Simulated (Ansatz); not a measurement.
**The cluster HfAl₆: inputs that go wrong**

2 inputs were typed for the cluster HfAl₆. Each is run as it stands; the log then has to tell whether the result can be used.

Computed with Ansatz 0.2.0, Gaussian basis. Level: the settings change from run to run.

2 further runs of the same task are left out: 2 set aside as unsound or not needed.

## 1. The geometry

An earlier r2SCAN-D4/def2-SVP relaxation fixed the geometry. Hf takes a core potential in def2 sets; no spin-orbit term is included.

7 atoms, charge 0, spin multiplicity 1.

Atoms are counted from 1 here; the program's logs count them from 0.

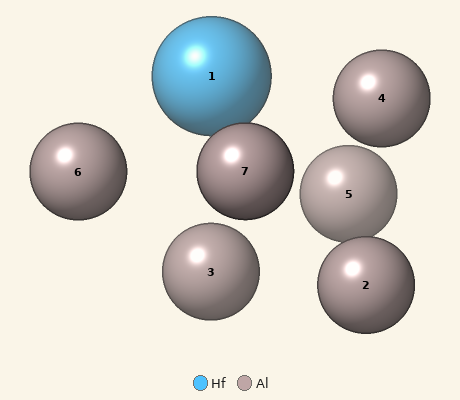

The structure; hafnium blue, aluminium light grey; atoms are numbered from 1 in the order of the file.

As a file:

```xyz
7
Al6Hf
Hf    0.0975   -1.6876    0.8811
Al   -0.7892    1.9679   -0.7027
Al    0.2086   -0.2390   -1.5839
Al   -1.1043    0.6592    1.6917
Al   -2.0418   -0.4512   -0.3473
Al    2.4294   -1.1729   -0.4975
Al    1.1998    0.9237    0.5586
```

## 2. Attempt 1

in.yaml reads:

```yaml
crystal:
  periodic: [false, false, false]
  atoms:
    - {symbol: Hf, position_ang: [0.097498, -1.687618, 0.881074]}
    - {symbol: Al, position_ang: [-0.789160, 1.967853, -0.702700]}
    - {symbol: Al, position_ang: [0.208562, -0.239037, -1.583902]}
    - {symbol: Al, position_ang: [-1.104263, 0.659202, 1.691715]}
    - {symbol: Al, position_ang: [-2.041820, -0.451155, -0.347323]}
    - {symbol: Al, position_ang: [2.429421, -1.172941, -0.497452]}
    - {symbol: Al, position_ang: [1.199772, 0.923696, 0.558588]}
basis:
  gaussian: {orbitals: def2-mTZVP, fitting: {mean_field: cc-pVTZ-jkfit}, final_grid: {core_spheres: 5, valence_spheres: 4, degree: 11}}
hamiltonian: {xc: {name: B2GP-PLYP}}
scf: {lower_state_search: full}
output: {forces: true}
```

Command:

```bash
ansatz run in.yaml --threads 4 --pin off --events-out ev --progress --plain --max-ram 8704MiB
```

What it wrote:

```text
Functional definition: B2GP-PLYP
  name "B2GP-PLYP"
  cite "Karton, Tarnopolsky, Lamère, Schatz & Martin, J. Phys. Chem. A 112, 12868 (2008) doi:10.1021/jp801805p"
  cite "Becke, Phys. Rev. A 38, 3098 (1988) doi:10.1103/PhysRevA.38.3098"
  cite "Lee, Yang & Parr, Phys. Rev. B 37, 785 (1988) doi:10.1103/PhysRevB.37.785"
  parameter a = 0.65
  parameter c = 0.36
  exchange = (1 - a)*b88_x + a*exact_x
  correlation = (1 - c)*lyp_c + c*(mp2_os + mp2_ss)
Error: <dir> the basis set cc-pVTZ-JKFIT has no functions for Hf
```

Wall time 0.1 s (4 threads of Arm Neoverse V1, shared host).

Diagnosis: Refused before any calculation. The fitting set named has no entry for an element of this molecule. Cure: leave the fitting key out, or name a set that covers all elements and suits the basis.

## 3. Attempt 2

in.yaml reads:

```yaml
crystal:
  periodic: [false, false, false]
  atoms:
    - {symbol: Hf, position_ang: [0.058499, -1.012571, 0.528645]}
    - {symbol: Al, position_ang: [-0.552412, 1.377497, -0.421620]}
    - {symbol: Al, position_ang: [0.125137, -0.167326, -0.950341]}
    - {symbol: Al, position_ang: [-0.772984, 0.395521, 1.015029]}
    - {symbol: Al, position_ang: [-1.429274, -0.315809, -0.243126]}
    - {symbol: Al, position_ang: [1.700595, -0.821059, -0.348216]}
    - {symbol: Al, position_ang: [0.719863, 0.646587, 0.391011]}
basis:
  gaussian: {orbitals: def2-TZVPD, fitting: {mean_field: def2-universal-jkfit}}
total_charge: -1
magnetization: {spin_polarized: true, initial_magnetization: 1}
hamiltonian: {xc: {name: PBE0}, dispersion: d3bj}
scf: {omitted_lower_state_checks: [starts]}
output: {forces: true}
```

Same command.

What it wrote, shortened:

```text
Functional definition: PBE0
  name "PBE0"
  cite "Adamo & Barone, J. Chem. Phys. 110, 6158 (1999) doi:10.1063/1.478522"
  cite "Perdew, Burke & Ernzerhof, Phys. Rev. Lett. 77, 3865 (1996) doi:10.1103/PhysRevLett.77.3865"
  parent pbe
[...]
995 factors; integrals over basis functions are off by at most 9.1e-2 eV
[...]
mean field -40792.56881764 eV, -1499.0992538522 hartree, gradient 5.7e-6 eV, S^2 0.762062; 0 other end points of the search recorded, 0 dependent functions left out
[...]
reference -40792.56884617 eV, -1499.0992549004 hartree; 46, 45 occupied and 255, 256 virtual orbitals, 995 factors
Total energy: -40793.00658098 eV, -1499.1153413580 hartree
Atom 0 at     0.058499    -1.012571     0.528645 Å, force     8.212427   -63.800445    31.889292 eV/Å
Atom 1 at    -0.552412     1.377497    -0.421620 Å, force   -14.905867    37.248187   -18.654734 eV/Å
Atom 2 at     0.125137    -0.167326    -0.950341 Å, force     4.336229    -1.807065   -55.896711 eV/Å
Atom 3 at    -0.772984     0.395521     1.015029 Å, force   -25.327633    22.030202    49.922677 eV/Å
Atom 4 at    -1.429274    -0.315809    -0.243126 Å, force   -47.152048   -13.593245   -20.492195 eV/Å
Atom 5 at     1.700595    -0.821059    -0.348216 Å, force    28.959567   -11.237046    -5.389068 eV/Å
Atom 6 at     0.719863     0.646587     0.391011 Å, force    45.877326    31.159413    18.620740 eV/Å
Dipole moment:     0.171040    -0.019224     0.224316 e Å
Checks for a lower state left out: starts
```

Run time: 72 s. Hardware: 4 threads of Arm Neoverse V1, shared host; peak memory 1.5 GiB.

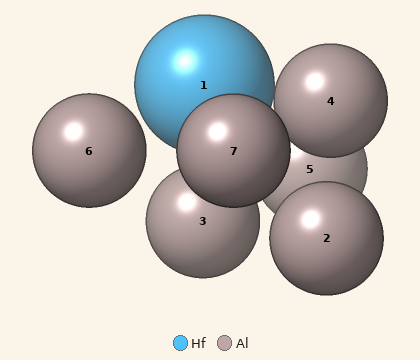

The geometry of this input.

What is wrong: The run converged, but a converged run isn't a right one. The geometry is squeezed well below its size. The shortest distance is 1.59 Å (Al4–Al5), against 2.50 Å in the relaxed molecule. It also asks for charge -1 and multiplicity 2, another species or state than the molecule above. Its energy is no property of the relaxed molecule. Cure: use the relaxed coordinates, and set charge and spin to those of the species named.

## 4. How the tries ended

| attempt | level | ended | cause | time |
| --- | --- | --- | --- | --- |
| 1 | B2GP-PLYP/def2-mTZVP | refused | the fitting set named has no entry for an element of this molecule | 0.1 s |
| 2 | PBE0/def2-TZVPD | converged | the geometry is squeezed well below its size | 72 s |

In words: 1 refused, 1 converged. A refusal costs next to no computing time. The dangerous case is the input that converges on a wrong geometry, charge, spin, basis or grid: often only a look at the input shows it.
